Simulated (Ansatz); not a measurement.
## Electronic structure of F₂GeH₂O₂···NH₃ in real space

```xyz
11

Ge    0.0317   -0.2399    0.1033
F    -0.1788   -0.1492    1.7900
O     1.7025   -0.2778   -0.3777
H     1.8968   -1.0741   -0.8872
F    -0.8203    1.1091   -0.5395
O    -0.6906   -1.7150   -0.4813
H    -1.6242   -1.8064   -0.2659
N     1.4014    2.2900    1.2845
H     2.0954    1.7712    0.7516
H     0.6872    2.6234    0.6421
H     0.9532    1.6408    1.9545
```

Not at a stationary point (largest force 0.8 eV/Å).

These are results of RKS PBE0-D4/def2-SVP in Ansatz, not measurements.

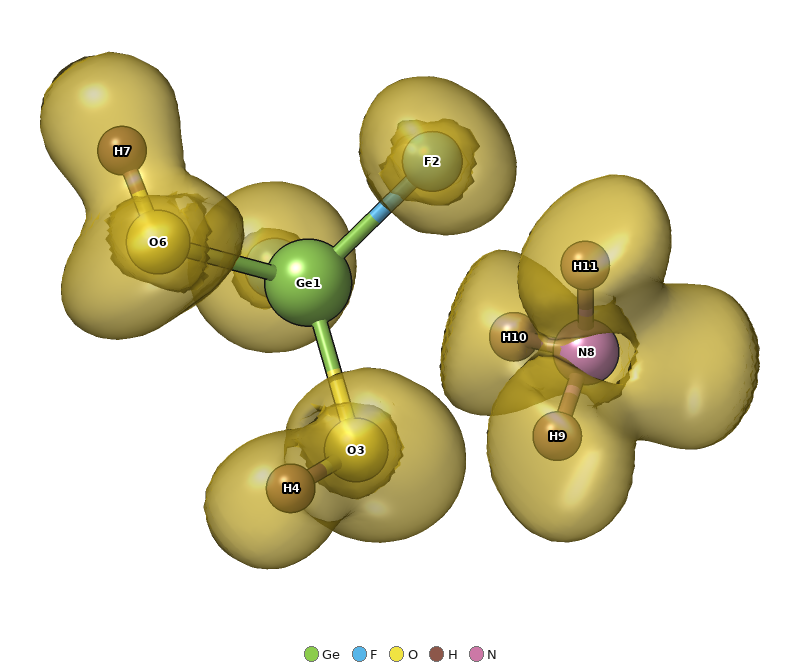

Figure 1. Isosurface of the ELF at 0.75 (yellow), seen at a tilt. Core shells and regions of very low density are left out.

Question: Describe the localisation domains.

Answer: The surface consists of two regions wrapped around F (the valence shell of each), one joined region spread over several atoms (H, N), in which their bonds and any lone pairs are merged and two joined regions spread over several atoms (H, O), in which their bonds and any lone pairs are merged. Profiles from the grid: Ge1···N8 (3.11 Å): the ELF dips to about 0.05 between them. Ge–F (1.70 Å): the ELF peaks at about 0.80 in the valence shell of F, 0.6 Å from its nucleus, and is about 0.25 at the midpoint.

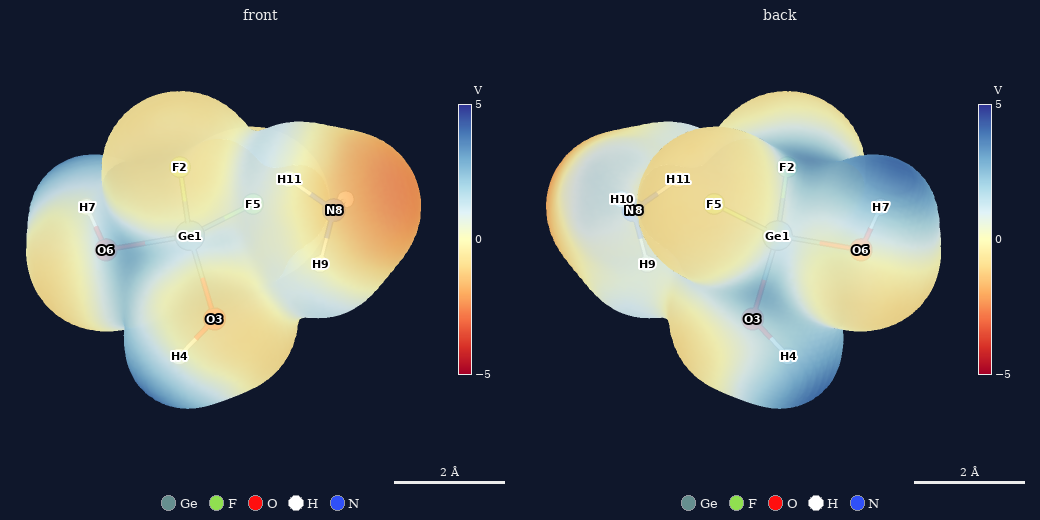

Figure 2. The electrostatic potential painted on the density surface at 0.004 e/bohr³, seen from the front and from behind; red is negative and blue positive.

Question: Where is the surface potential most negative and most positive?

Answer: The most negative region (about −2.5 V) lies over N8, the most positive (about +4.0 V) over H4 and H7. N8 is the likeliest acceptor of a hydrogen bond.

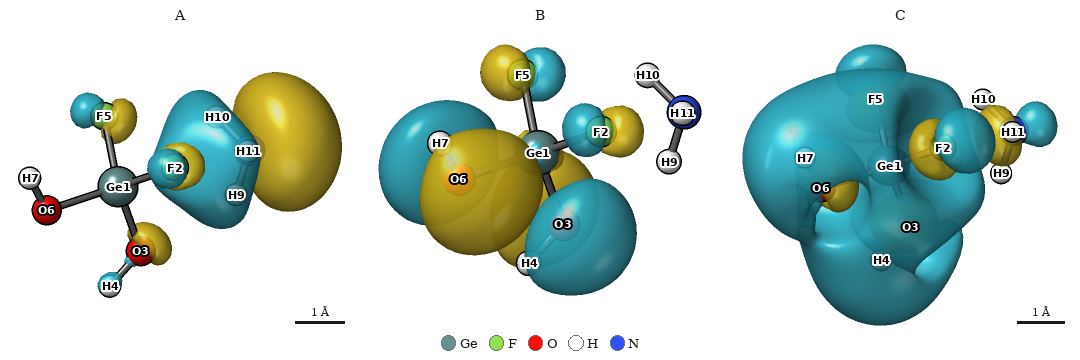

Figure 3. Three frontier orbitals at ±0.06 Å⁻³ᐟ² (yellow and cyan are the two phases), in no order.

Question: Which picture is the HOMO−1, the HOMO and the LUMO?

Answer: B is the HOMO−1 (−9.95 eV). Its weight (Hirshfeld) is mainly on O6 (about 55 %) and O3 (about 30 %); largely a combination of lone pairs on O6 and O3. A is the HOMO (−7.15 eV). It lies mainly on N8 (about 80 %); largely a lone pair of N8. C is the LUMO (−0.67 eV). Its weight (Hirshfeld) is mainly on Ge1 (about 35 %), O3 (about 15 %), O6 (about 10 %), F5 (about 10 %), F2 (about 10 %) and H4 (about 10 %).

Question: What is the HOMO–LUMO gap?

Answer: 6.48 eV between the orbital energies.

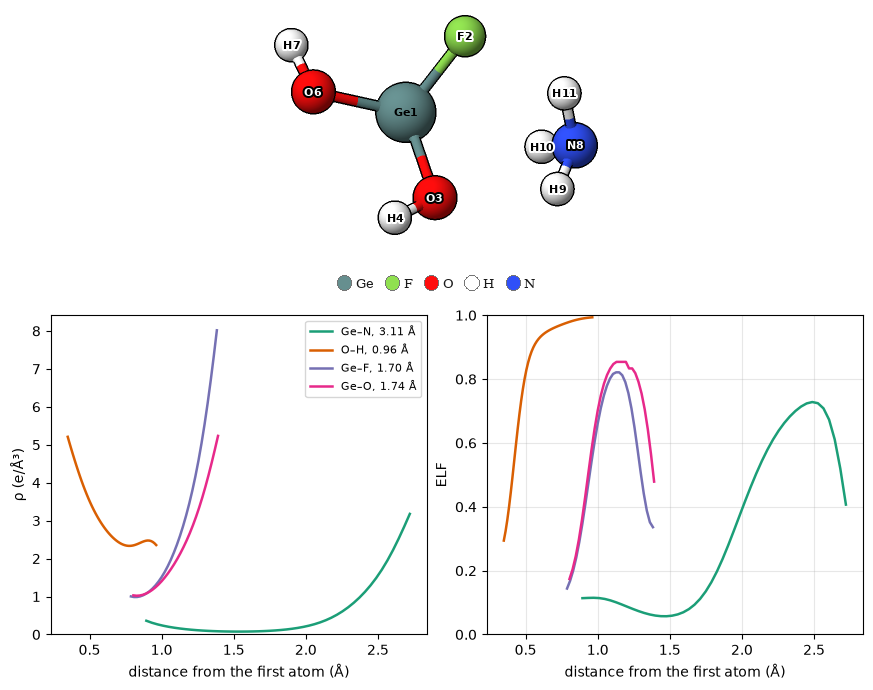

Figure 4. Electron density and ELF along straight lines between neighbouring atoms. The curves leave out the atomic cores. The structure is drawn too.

Question: What can be read from the curves?

Answer: Ge1···N8 (3.11 Å): the density falls to about 0.08 e/Å³ on the way; the ELF dips to about 0.05 between them.
O–H (0.96 Å): the density is about 3.7 e/Å³ at the midpoint; the ELF climbs to about 1 towards the hydrogen, as it does in any bond to H; an ordinary covalent bond to hydrogen.
Ge–F (1.70 Å): the density is about 1 e/Å³ at the midpoint; the ELF peaks at about 0.80 in the valence shell of F, 0.6 Å from its nucleus, and is about 0.25 at the midpoint.
Ge–O (1.74 Å): ρ at the midpoint is about 1 e/Å³; the ELF peaks at about 0.85 in the valence shell of O, 0.6 Å from its nucleus, and is about 0.30 at the midpoint.
